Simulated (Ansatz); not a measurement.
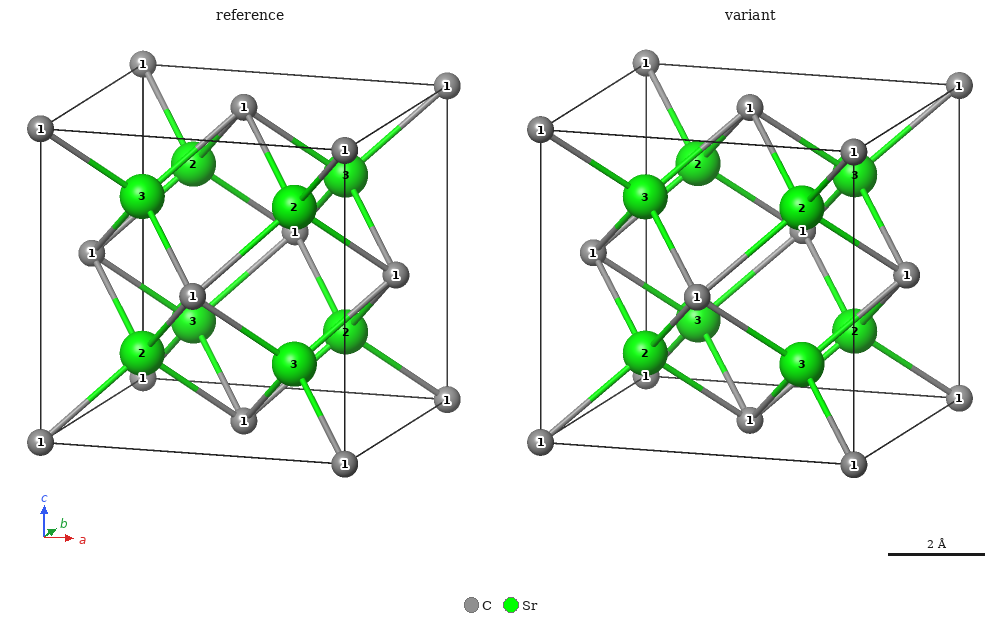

Left: crystalline Sr2C (built on the antifluorite type) at its r2SCAN-relaxed geometry. Right: the same structure after one change, at the same scale. Style: ball-and-stick. Shown: the conventional cell (4 times the calculation's cell), slightly off an axis. Lengths and directions refer to the drawn axes.

The calculation used DFT, PBE, plane waves, PAW in Ansatz 0.2.0. Settings: plane-wave cutoff 420 eV; k-point mesh 6 × 6 × 6; occupations fermi dirac; smearing width 0.02 eV; no spin polarisation.

Which change leads from the left to the right?

The cell is strained by −0.3 % along c and +3.0 % across it (volume +5.8 %). The atoms and the free axis were relaxed with r2SCAN under that strain, and this is a single point on that geometry.

What does the change do?

Energy change: +9.6 meV per atom. Pressure: 0.3 GPa before, −1.4 GPa after. The principal stresses (compression positive) are 0.3 GPa along c and −2.3 GPa across it. All forces vanish by symmetry. Among the bonded contacts that change: C–Sr 2.910 → 2.966 Å. The space group (tolerance 0.01 Å) goes from Fm-3m (No. 225) to I4/mmm (No. 139).
